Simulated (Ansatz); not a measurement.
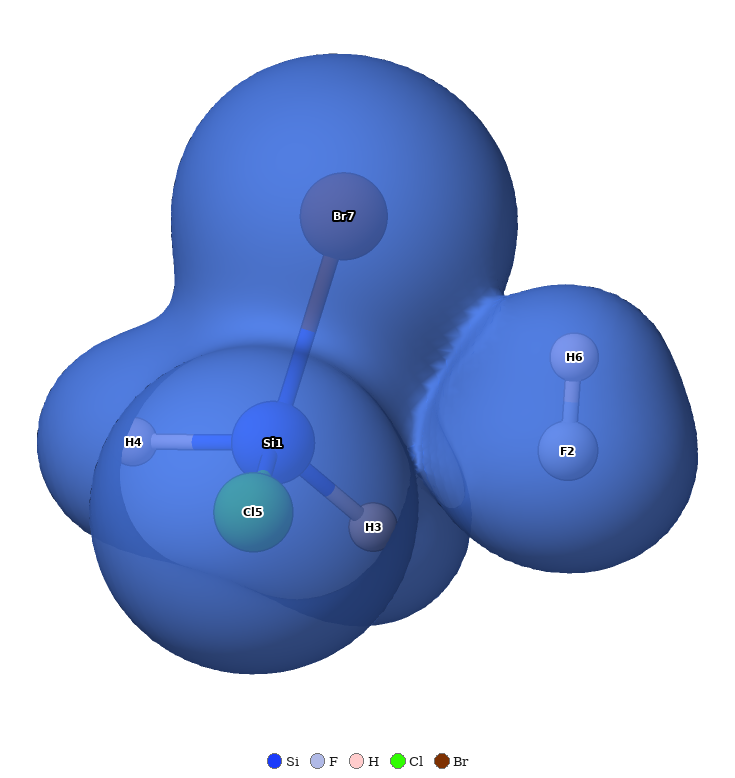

BrClH$_{2}$Si···HF. Isosurface of the total electron density at 0.06 e/Å³ (blue), seen at a tilt.

Not at a stationary point (largest force 1.1 eV/Å).

The calculation used Ansatz, RKS r2SCAN/def2-SVP.

```xyz
7

Si    0.0203    0.9281    0.0260
F    -0.7906   -1.9359    0.1910
H    -1.3813    0.5663   -0.2717
H     0.2942    2.3723   -0.1860
Cl    0.5312    0.4669    1.9614
H    -0.0669   -2.2418   -0.2692
Br    1.3931   -0.1557   -1.4516
```

> How is the density connected at this value?

At this value the surface is in one piece. It bridges the sampled Si···F (2.98 Å), Si–Cl (2.05 Å), Si–Br (2.29 Å) and F–H (0.91 Å) contacts, where the density stays above the isovalue. On the grid the lowest density along these lines, outside the cores, is 0.07 e/Å³ (Si···F, 2.98 Å), 0.62 e/Å³ (Si–Cl, 2.05 Å), 0.52 e/Å³ (Si–Br, 2.29 Å) and 2.4 e/Å³ (F–H, 0.91 Å).
